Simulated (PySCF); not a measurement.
# C6H15NSi (SMILES CCCN1CCC[SiH2]1): what the fields show

Input file:

```
{"job": {"kind": "nmr", "xc": "PBE0", "basis": "pcSseg-1"}, "charge": 0, "multiplicity": 1}
C     -2.305081     0.488032    -1.189148
C     -2.296405    -0.024556     0.244186
C     -1.161437    -1.030356     0.481551
N      0.146914    -0.483003     0.252171
C      0.705791     0.366798     1.284525
C      1.900771     1.095790     0.676711
C      2.644768     0.107579    -0.218456
Si     1.244497    -0.917771    -0.986939
H     -1.364585     0.983881    -1.414135
H     -3.117167     1.196222    -1.338446
H     -2.430917    -0.336465    -1.887663
H     -3.244435    -0.517058     0.470248
H     -2.188622     0.816792     0.931372
H     -1.229580    -1.412005     1.510280
H     -1.292793    -1.873784    -0.200254
H     -0.044759     1.080398     1.639456
H      1.022941    -0.240116     2.146701
H      2.539928     1.511993     1.457829
H      1.530896     1.920273     0.063789
H      3.273421     0.626928    -0.937066
H      3.298642    -0.524009     0.382390
H      0.814737    -0.453855    -2.313812
H      1.547722    -2.354723    -1.045211
```

Command:

```sh
OMP_NUM_THREADS=1 python probes_run.py task.json out
```

Geometry: GFN2-xTB.

Computed with PySCF 2.14.0, PBE0/pcSseg-1, SCF density, gas phase, non-relativistic.

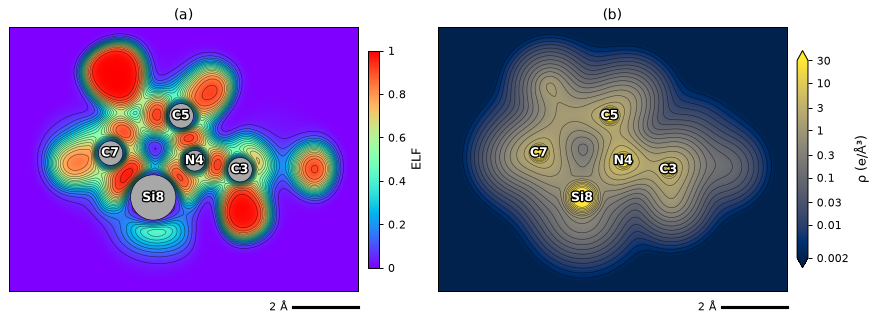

Figure 1. (a) electron localisation function; (b) total electron density on the plane of atoms N4, Si8 and C7. Grey discs cover the atomic cores in the ELF map.

> What do the fields say about this system?

- The plane passes through C, N and Si nuclei.
- C–N (1.44 Å): ρ is about 1.9 e/Å³ halfway; the ELF peaks at about 0.95 between the atoms (a covalent bond).
- Si–N (1.71 Å): ρ at the midpoint is about 1.1 e/Å³; the ELF peaks at about 0.90 between the atoms: a shared but strongly polarised pair.
- C–Si (1.90 Å): ρ at the midpoint is about 0.93 e/Å³; the ELF peaks at about 0.95 between the atoms (localised, covalent bonding).

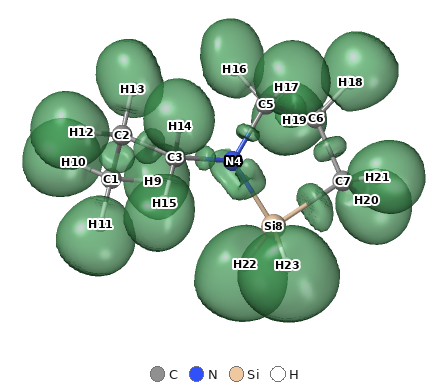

Figure 2. Isosurface of the ELF at 0.85 (green), seen across its widest extent. Only the valence region is drawn (cores and ρ < 0.01 e/Å³ removed).

> Where are the electrons localised?

The ELF exceeds this value in four regions between bonded C–C atoms (shared pairs), two regions between bonded C–N atoms (shared pairs), one region between bonded C–Si atoms (shared pairs), one region between bonded N–Si atoms (shared pairs) and 15 regions around hydrogen nuclei.


 C–C (1.52 Å): the ELF peaks at about 0.95 between the atoms; a covalent bond.

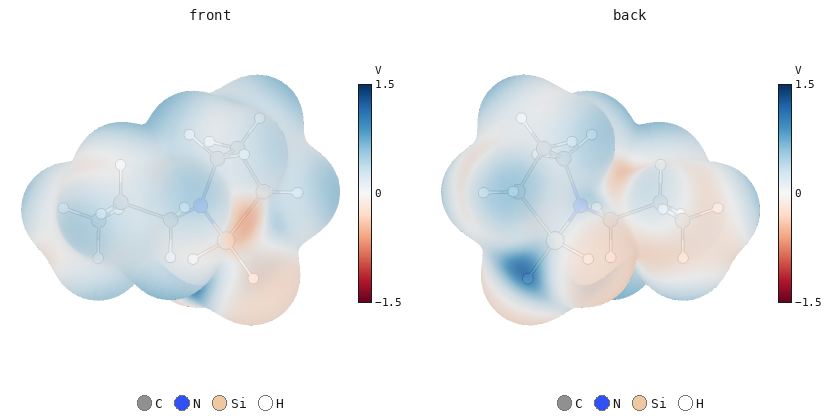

Figure 3. The electrostatic potential painted on the density surface at 0.002 e/bohr³, seen from the front and from behind; the colour scale runs from red (negative) to blue (positive).

> Which sites attract a positive test charge, and which a negative one?

A positive charge is drawn to the negative regions and a negative charge to the positive ones. The most negative region (about −0.4 V, or −9 kcal/mol for a unit charge) lies over C3, N4 and C5, the most positive (about +1.1 V, or +25 kcal/mol for a unit charge) over Si8.

> How polar is the molecule by this calculation?

Its dipole moment is 0.71 D.
